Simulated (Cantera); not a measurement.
Input: 1 mol CuO, 1 mol H₂, held at 75.0 Torr.

Equilibrium computed with Cantera from the NASA thermochemical tables; the gas is ideal and each condensed phase is pure. Candidate condensed phases: Cu, CuO, Cu(OH)₂, Cu₂O, H₂O; 12 gas species. Mutual solubility and eutectic melting of coexisting phases are not modelled. The numbers say what is thermodynamically allowed, not how fast it happens.

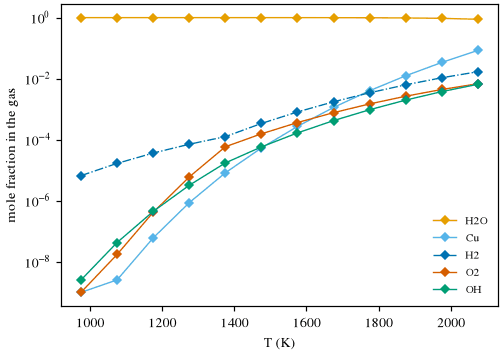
Figure. Equilibrium gas composition (values under 1e-9 drawn at 1e-9)

From 975 K to 1175 K the condensed part is Cu(s). At 1275 K the condensed part is Cu(s) + Cu₂O(s). From 1375 K to 2075 K the condensed part is Cu(l).
